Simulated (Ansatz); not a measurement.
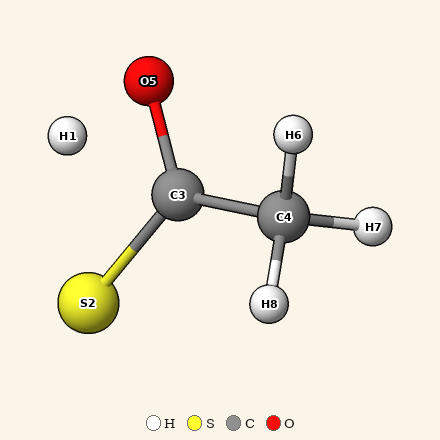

The system is the reacting system C₂H₄OS (one molecule; an intramolecular 1,3-shift); the picture shows the reference structure. 
- Coordinates scanned: (1) distance H1–O5 (bond that forms); (2) distance H1–S2 (bond that breaks).
- Relaxed at each point: all other coordinates.
- The scan uses a 10 × 10 grid.
- Points are written as (first, second).
- Energies: kJ/mol, counted from a guessed transition structure relaxed with its forming and breaking bonds held.
- The reference is spin-restricted, so regions where a bond is pulled apart into radicals lie too high.
- Level of theory: RKS CAM-B3LYP-D4/def2-SVP in Ansatz 0.2.0.

Its coordinates:

| atom | x (Å) | y (Å) | z (Å) |
| --- | --- | --- | --- |
| H | -1.1983 | -1.2602 | -1.2842 |
| S | 0.5002 | -1.7221 | -0.9198 |
| C | -0.1862 | -0.3403 | -0.2640 |
| C | 0.4496 | 0.6740 | 0.6231 |
| O | -1.4005 | -0.1814 | -0.6370 |
| H | -0.3153 | 1.1660 | 1.2376 |
| H | 0.9259 | 1.4391 | -0.0101 |
| H | 1.2247 | 0.2251 | 1.2543 |

Range: distance H1–O5 (bond that forms) from 0.873 to 2.673 Å; distance H1–S2 (bond that breaks) from 1.224 to 2.424 Å.

**What landscape does the calculation give?**

The lowest grid point is at (2.427 Å, 1.301 Å), −121 kJ/mol from a guessed transition structure relaxed with its forming and breaking bonds held. The highest grid point, (0.873 Å, 1.224 Å), lies 705 kJ/mol above the lowest. On the interpolated surface the lowest path from the side where the first distance is long, about (2.55 Å, 1.34 Å), to the side where the second distance is long, (0.988 Å, 2.424 Å), has its top at (1.329 Å, 1.659 Å), about 132 kJ/mol above the start and 116 kJ/mol above the end.

```
second ↓, first →  0.873  0.988  1.148  1.329  1.526  1.736  1.957  2.188  2.427  2.673
            2.424    −79   −109    −62     26    117    185    223    239    242    241
            2.260    −68   −101    −59     22    102    157    183    191    190    187
            2.100    −46    −84    −51     18     82    121    136    137    132    129
            1.947    −14    −60    −39     13     58     81     84     79     72     69
            1.800     33    −24    −21      9     32     37     30     20     11      8
            1.659     99     25      3      7      6     −5    −22    −36    −45    −48
            1.528    187     91     40     12    −13    −40    −64    −82    −92    −93
            1.407    303    180     92     32    −17    −58    −89   −109   −119   −120
            1.301    447    293    166     73      2    −51    −88   −110   −121   −121
            1.224    584    404    244    125     38    −24    −64    −89    −99    −98
```

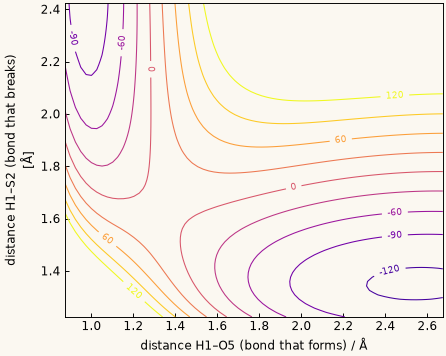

Drawn: contour lines labelled in kJ/mol (none above 120). Between grid points the surface is interpolated.

Each point was launched as `ansatz run input.yaml --threads 1 --pin off --max-ram 2560MiB --backend cpu --events-out ev --progress --plain --runs-dir out`. The whole map (100 points run) took 25 min on 1 thread of Arm Neoverse V1 (shared host).
